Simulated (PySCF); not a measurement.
## Electronic structure of C5H9AlClN in real space

| atom | x (Å) | y (Å) | z (Å) |
| --- | --- | --- | --- |
| C | 3.6514 | -0.2941 | -0.5742 |
| N | 2.8461 | 0.2063 | 0.0710 |
| Al | 1.0611 | 0.5044 | 0.9036 |
| Cl | 1.0749 | -0.8341 | 2.4452 |
| C | 0.1418 | 0.0799 | -0.8666 |
| C | -1.1969 | 0.1178 | -0.2236 |
| C | -1.7649 | 1.2637 | 0.1632 |
| C | -1.8351 | -1.2101 | 0.0453 |
| H | 4.3878 | -0.7479 | -1.1833 |
| H | 1.0744 | 1.9844 | 1.2872 |
| H | 0.2812 | -0.8375 | -1.4402 |
| H | 0.2732 | 0.9315 | -1.5387 |
| H | -2.7270 | 1.2910 | 0.6471 |
| H | -1.3141 | 2.2146 | -0.0706 |
| H | -1.1349 | -1.8504 | 0.5841 |
| H | -2.0834 | -1.7046 | -0.8940 |
| H | -2.7426 | -1.1029 | 0.6344 |

Geometry: GFN2-xTB.

Method: PySCF 2.14.0, PBE0/pcSseg-1, SCF density, gas phase, non-relativistic.

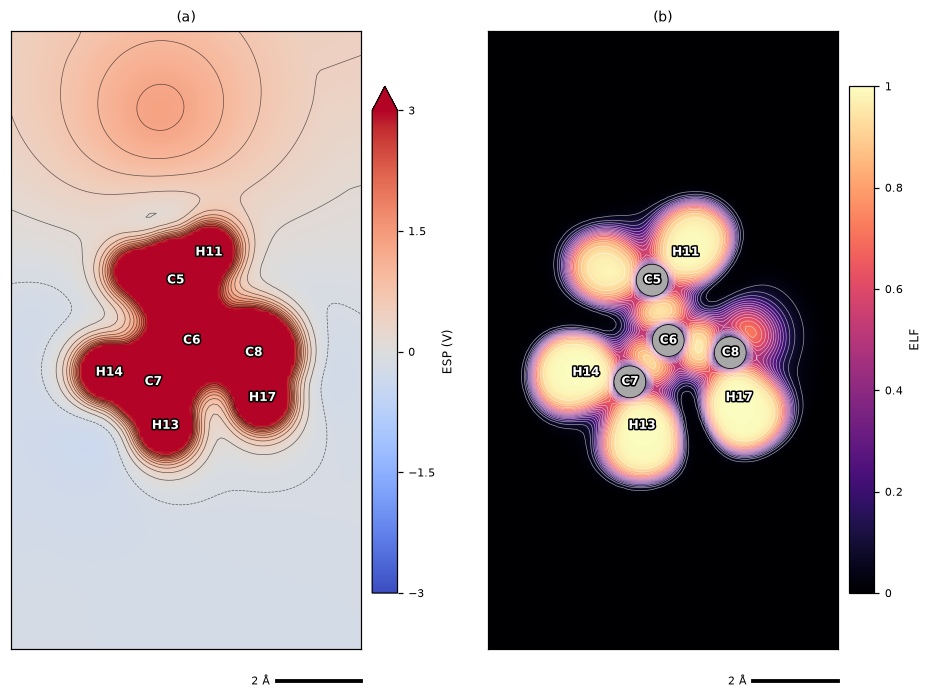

Figure 1. (a) electrostatic potential; (b) electron localisation function on the plane of atoms C6, C7 and H14. Grey discs cover the atomic cores in the ELF map.

Read the bonding off the picture.

Answer. The section cuts through C and H sites.
C–C (1.34 Å): the ELF peaks at about 0.95 between the atoms; a multiple bond.
C–H (1.08 Å): the ELF climbs to about 1 towards the hydrogen, as it does in any bond to H: an ordinary covalent bond to hydrogen.
C–C (1.49 Å): the ELF peaks at about 0.95 between the atoms: a covalent bond.
Outside the dense part of the molecule the potential is most negative (−0.4 V) near H14.

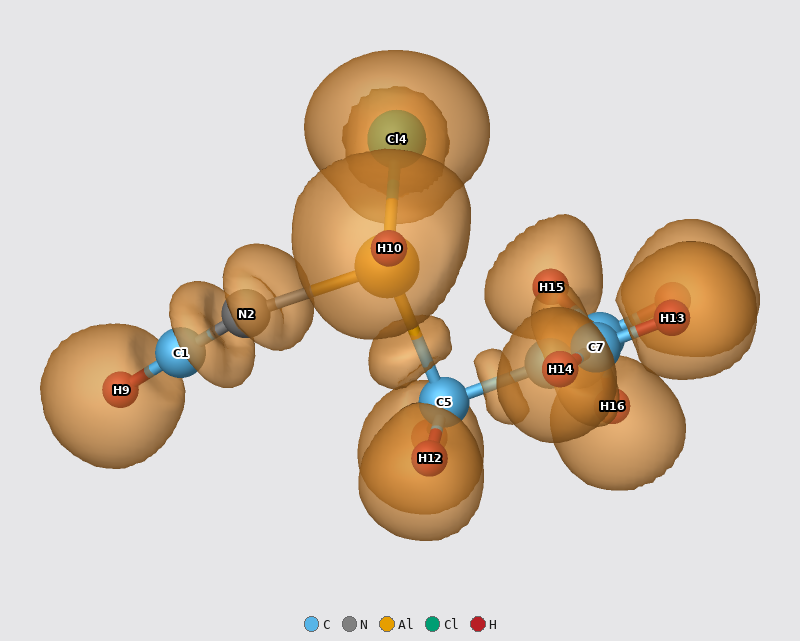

Figure 2. Isosurface of the ELF at 0.8 (orange), seen from one side. Core shells and regions of very low density are left out.

Describe the localisation domains.

Answer. The surface consists of one region between bonded Al–C atoms (shared pairs), three regions between bonded C–C atoms (shared pairs), one region between bonded C–N atoms (shared pairs), nine regions around hydrogen nuclei, one lobe of the valence shell of N pointing towards Al and one region wrapped around Cl (its valence shell).


C–N (1.15 Å): the ELF peaks at about 0.85 between the atoms; a multiple bond.

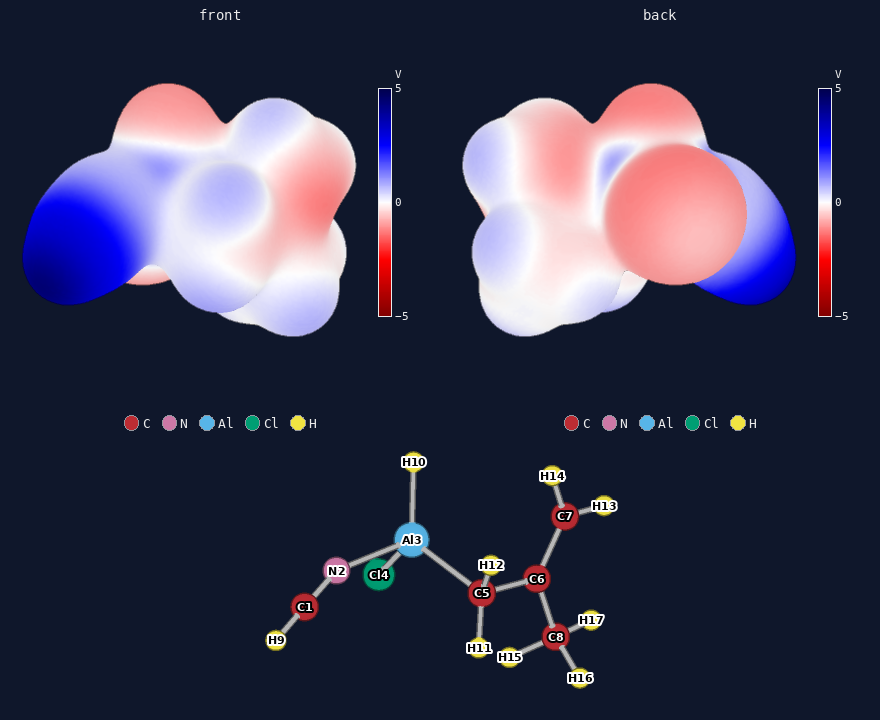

Figure 3. The molecular electrostatic potential painted on the density surface at 0.004 e/bohr³, seen from the front and from behind; red is negative and blue positive. The bare structure is drawn below in the same view.

Which sites attract a positive test charge, and which a negative one?

Answer. A positive charge is drawn to the negative regions and a negative charge to the positive ones. The most negative region (about −1.2 V) lies over Cl4, C6, C7 and H10, the most positive (about +4.3 V) over H9.

How polar is the molecule by this calculation?

Answer. Its dipole moment is 6.97 D.
